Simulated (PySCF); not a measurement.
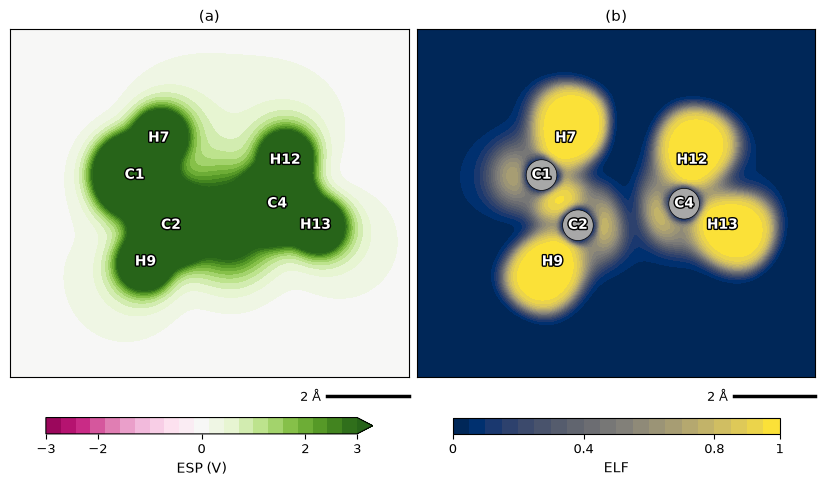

The picture shows: C₃H₉AsSi. (a) molecular electrostatic potential; (b) electron localisation function on the plane of atoms C1, C2 and H9. Grey discs cover the atomic cores in the ELF map.

Geometry: GFN2-xTB.

The calculation used PySCF, CAM-B3LYP/def2-SVPD, SCF density, gas phase.

```xyz
14

C     1.7664   -0.2112    0.6986
C     0.7397   -0.3328   -0.4192
Si   -0.5052    1.1176   -0.5376
C    -1.7845    0.0204    0.3554
As   -0.7190   -1.6492    0.0511
H     2.4712    0.5975    0.5020
H     1.2738   -0.0047    1.6505
H     2.3324   -1.1385    0.8095
H     1.2457   -0.5832   -1.3539
H    -0.8999    1.4021   -1.9222
H    -0.0979    2.3404    0.1683
H    -1.8663    0.2300    1.4226
H    -2.7905   -0.0043   -0.0583
H    -1.1665   -1.7847   -1.3890
```

Q: What do the fields say about this system?

A: The plane passes through C and H nuclei. C–C (1.52 Å): the ELF peaks at about 0.95 between the atoms: a covalent bond. C–H (1.09 Å): the ELF climbs to about 1 towards the hydrogen, as it does in any bond to H; an ordinary covalent bond to hydrogen. The potential has no marked negative region in this plane.
